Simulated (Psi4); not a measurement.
**wB97X-D/aug-cc-pVDZ (density fitting with cc-pvqz-jkfit, sweep point 5) run of CH6O2Si (SMILES C[SiH](O)O)**

What is the vertical ionisation energy of CH6O2Si at wB97X-D/aug-cc-pVDZ (density fitting with cc-pvqz-jkfit, sweep point 5)? Input form: a Python script.

The calculation is run with Psi4 1.11.

2 further runs of the same task are left out: 2 set aside as unsound or not needed. Runs told in other sessions of the task aren't counted.

## Step 1: Starting point

CH6O2Si: 10 atoms, total charge 0, spin state singlet. As SMILES, `C[SiH](O)O`. The shape is that of a PBE0-D4/def2-TZVP optimisation. This is one conformer, not always the lowest.

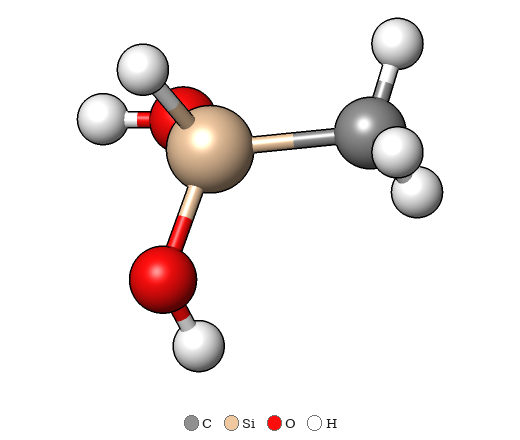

Viewed from a chosen angle; carbon grey, silicon light orange, oxygen red, hydrogen white.

## Step 2: A single-point energy at wB97X-D/aug-cc-pVDZ (density fitting with cc-pvqz-jkfit, sweep point 5)

The input, ch6o2si.py:

```python
import psi4

psi4.set_memory(1600000000)
psi4.set_num_threads(1)
psi4.core.set_output_file('output.dat', False)

mol = psi4.geometry("""
0 1
C     -1.293000     0.347800    -0.146400
Si     0.517500     0.180000     0.206800
O      0.650400    -1.156000     1.160800
O      1.425000     0.058500    -1.161600
H     -1.681100    -0.549800    -0.635600
H     -1.853400     0.489100     0.780800
H     -1.484400     1.203800    -0.797400
H      1.088600     1.369900     0.884700
H      1.521500    -1.366900     1.499800
H      1.192100    -0.627600    -1.788900
symmetry c1
""")

psi4.set_options({
    'basis': 'aug-cc-pVDZ',
    'puream': True,
    'scf_type': 'df',
    'dft_radial_points': 99,
    'dft_spherical_points': 590,
    'df_basis_scf': 'cc-pvqz-jkfit',
})

result = psi4.energy('wb97x-d')
print('E =', round(result, 9))
```

Launch:

```sh
python ch6o2si.py
```

output.dat (excerpt; [...] marks lines left out):

```text
[...]
  Running in c1 symmetry.
[...]
  Nuclear repulsion =  183.964371714482013
[...]
  Multiplicity = 1
[...]
  Nalpha       = 21
  Nbeta        = 21
[...]
    Number of basis functions: 150
[...]
   @DF-RKS iter   1:  -481.31138928819632   -4.33120e-01   6.60855e-03 DIIS/ADIIS
[...]
   @DF-RKS iter   8:  -481.71763915139400   -2.06114e-07   7.59795e-07 DIIS
[...]
    Orbital Energies [Eh]
    ---------------------
    Doubly Occupied:
       1A    -66.327648     2A    -19.269773     3A    -19.269710
       4A    -10.279320     5A     -5.431490     6A     -3.777993
       7A     -3.776190     8A     -3.774414     9A     -1.119445
      10A     -1.098899    11A     -0.802346    12A     -0.659245
      13A     -0.614128    14A     -0.513556    15A     -0.502987
      16A     -0.485872    17A     -0.472247    18A     -0.465193
      19A     -0.413895    20A     -0.407646    21A     -0.384118
[...]
  @DF-RKS Final Energy:  -481.71763915139400
   => Energetics <=
    Nuclear Repulsion Energy =            183.9643717144820130
    One-Electron Energy =               -1029.5282992389629726
    Two-Electron Energy =                 396.2876355900601197
    DFT Exchange-Correlation Energy =     -32.4384694758036858
    Empirical Dispersion Energy =          -0.0028777411694482
    VV10 Nonlocal Energy =                  0.0000000000000000
    Total Energy =                       -481.7176391513939961
[...]
 Multipole Moments:
 ------------------------------------------------------------------------------------
     Multipole            Electronic (a.u.)      Nuclear  (a.u.)        Total (a.u.)
 ------------------------------------------------------------------------------------
 L = 1.  Multiply by 2.5417464519 to convert [e a0] to [Debye]
 Dipole X            :          3.2764579           -3.3620048           -0.0855469
 Dipole Y            :         -1.3187225            1.0518773           -0.2668453
 Dipole Z            :          0.1944869           -0.3355948           -0.1411079
 Magnitude           :                                                    0.3137453
[...]
```

Standard output:

```text
E = -481.717639151
```

Wall time 24 s (1 thread of AMD EPYC 9R45 (Zen 5), shared host); peak memory 1.4 GiB.

## Step 3: The doublet cation at the same level

The input, job.py:

```python
import psi4

psi4.set_memory('1600 MB')
psi4.set_num_threads(1)
psi4.core.set_output_file('run.log', False)

mol = psi4.geometry("""
1 2
C     -1.293000     0.347800    -0.146400
Si     0.517500     0.180000     0.206800
O      0.650400    -1.156000     1.160800
O      1.425000     0.058500    -1.161600
H     -1.681100    -0.549800    -0.635600
H     -1.853400     0.489100     0.780800
H     -1.484400     1.203800    -0.797400
H      1.088600     1.369900     0.884700
H      1.521500    -1.366900     1.499800
H      1.192100    -0.627600    -1.788900
symmetry c1
""")

options = {'basis': 'aug-cc-pVDZ', 'reference': 'uks', 'puream': True, 'scf_type': 'df', 'dft_radial_points': 99, 'dft_spherical_points': 590, 'df_basis_scf': 'cc-pvqz-jkfit', 'maxiter': 100}
psi4.set_options(options)

e, wfn = psi4.energy('WB97X-D', molecule=mol, return_wfn=True)
print('E =', round(e, 9))
for k, v in sorted(psi4.core.scalar_variables().items()):
    print(f'{k:45s} {v:18.10f}')
```

Launch:

```sh
python job.py
```

run.log (excerpt; [...] marks lines left out):

```text
[...]
  Running in c1 symmetry.
[...]
  Nuclear repulsion =  183.964371714482013
[...]
  Multiplicity = 2
[...]
  Nalpha       = 21
  Nbeta        = 20
[...]
    Number of basis functions: 150
[...]
   @DF-UKS iter   1:  -480.94883605965708   -7.05669e-02   6.04882e-03 ADIIS/DIIS
[...]
   @DF-UKS iter  16:  -481.31767812379934   -3.74253e-07   6.82079e-07 DIIS
[...]
   @S^2 Observed:                7.580471986E-01
[...]
    Orbital Energies [Eh]
    ---------------------
    Alpha Occupied:
       1A    -66.590507     2A    -19.529990     3A    -19.512423
       4A    -10.540762     5A     -5.693549     6A     -4.040098
       7A     -4.038039     8A     -4.037273     9A     -1.366795
      10A     -1.340749    11A     -1.055967    12A     -0.903205
      13A     -0.851513    14A     -0.766938    15A     -0.748503
      16A     -0.721993    17A     -0.715167    18A     -0.708166
      19A     -0.667997    20A     -0.654589    21A     -0.646095
    Alpha Virtual:
      22A     -0.114406    23A     -0.100000    24A     -0.090874
      25A     -0.075903    26A     -0.053958    27A     -0.052793
[...]
  @DF-UKS Final Energy:  -481.31767812379934
   => Energetics <=
    Nuclear Repulsion Energy =            183.9643717144820130
    One-Electron Energy =               -1019.1665236359940536
    Two-Electron Energy =                 386.1241849215860498
    DFT Exchange-Correlation Energy =     -32.2368333827038782
    Empirical Dispersion Energy =          -0.0028777411694482
    VV10 Nonlocal Energy =                  0.0000000000000000
    Total Energy =                       -481.3176781237993396
  UHF NO Occupations:
  HONO-2 :   19  A 1.9987908
  HONO-1 :   20  A 1.9981320
[...]
 Multipole Moments:
 ------------------------------------------------------------------------------------
     Multipole            Electronic (a.u.)      Nuclear  (a.u.)        Total (a.u.)
 ------------------------------------------------------------------------------------
 L = 1.  Multiply by 2.5417464519 to convert [e a0] to [Debye]
 Dipole X            :          2.8801221           -3.3620048           -0.4818826
 Dipole Y            :         -0.8373482            1.0518773            0.2145290
 Dipole Z            :          0.2156346           -0.3355948           -0.1199601
 Magnitude           :                                                    0.5409473
[...]
```

On the terminal:

```text
E = -481.317678124
CURRENT ENERGY                                   -481.3176781238
CURRENT REFERENCE ENERGY                         -481.3176781238
DD SOLVATION ENERGY                                 0.0000000000
DFT FUNCTIONAL TOTAL ENERGY                      -481.3148003826
DFT TOTAL ENERGY                                 -481.3176781238
DFT VV10 ENERGY                                     0.0000000000
DFT XC ENERGY                                     -32.2368333827
DISPERSION CORRECTION ENERGY                       -0.0028777412
GRID ELECTRONS ALPHA                               21.0000003518
GRID ELECTRONS BETA                                20.0000002855
GRID ELECTRONS TOTAL                               41.0000006373
NUCLEAR REPULSION ENERGY                          183.9643717145
ONE-ELECTRON ENERGY                             -1019.1665236360
PCM POLARIZATION ENERGY                             0.0000000000
PE ENERGY                                           0.0000000000
SCF ITERATION ENERGY                             -481.3176781238
SCF ITERATIONS                                     16.0000000000
SCF TOTAL ENERGY                                 -481.3176781238
TWO-ELECTRON ENERGY                               386.1241849216
WB97X-D DISPERSION CORRECTION ENERGY               -0.0028777412
XC GRID RADIAL POINTS                              99.0000000000
XC GRID SPHERICAL POINTS                          590.0000000000
XC GRID TOTAL POINTS                           556617.0000000000
```

Wall time 65 s (1 thread of AMD EPYC 9R45 (Zen 5), shared host); peak memory 1.4 GiB.

## Step 4: Results

At wB97X-D/aug-cc-pVDZ (density fitting with cc-pvqz-jkfit, sweep point 5):

| quantity | value |
| --- | --- |
| singlet CH6O2Si: total energy | -481.71764 Eh |
| singlet CH6O2Si: dipole moment | 0.80 D |
| singlet CH6O2Si: HOMO energy | -10.45 eV |
| singlet CH6O2Si: LUMO energy | 0.86 eV |
| singlet CH6O2Si: HOMO–LUMO gap | 11.31 eV |
| singlet CH6O2Si: dispersion energy | -7.56 kJ/mol |
| doublet cation: total energy | -481.31768 Eh |
| doublet cation: HOMO energy (highest over α and β) | -16.95 eV |
| doublet cation: LUMO energy (lowest over α and β) | -11.33 eV |
| doublet cation: dispersion energy | -7.56 kJ/mol |
| doublet cation: ⟨S²⟩ | 0.758 |
| vertical ionisation energy (to the doublet cation) | 10.883 eV |

**Reading.** Removing an electron at fixed nuclei costs 10.88 eV (1050 kJ/mol). −ε(HOMO) before ionisation, 10.45 eV, is 0.43 eV below this ionisation energy.
